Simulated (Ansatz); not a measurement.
System: AlF$_{3}$.

The calculation's input:

```
crystal:
  periodic: [false, false, false]
  atoms:
    - { symbol: Al, position_ang: [0.0, 0.0, 0.0] }
    - { symbol: F, position_ang: [0.0, 0.0, 1.69] }
    - { symbol: F, position_ang: [1.4635, 0.0, -0.845] }
    - { symbol: F, position_ang: [-1.4635, 0.0, -0.845] }
basis:
  gaussian: { orbitals: "6-31G*" }
hamiltonian:
  xc: b3lyp
  dispersion: d4
relax:
  f_tol: 0.02
  max_steps: 40
output:
  orbitals: {}
```

Command:

```sh
ansatz run input.yaml --threads 1 --pin off --max-ram 2048MiB --backend cpu --events-out ev --progress --plain --runs-dir out
```

The fields are those of the run's last geometry, not of the input's.

Level of theory: Ansatz, RKS B3LYP-D4/6-31G*.

Question: What can the converged electron density and electron localisation function tell about the bonding?

Answer: Al–F (1.64 Å): ρ at the midpoint is about 0.89 e/Å³; the ELF peaks at about 0.80 in the valence shell of F, 0.6 Å from its nucleus, and is about 0.35 at the midpoint.

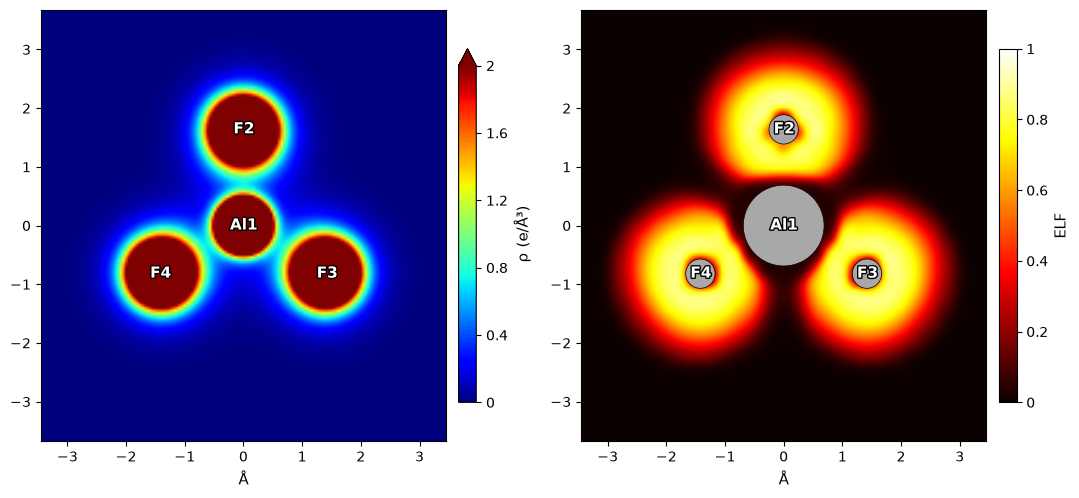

Computed electron density and electron localisation function on the molecular plane, in this order. Grey discs cover the atomic cores in the ELF map. 
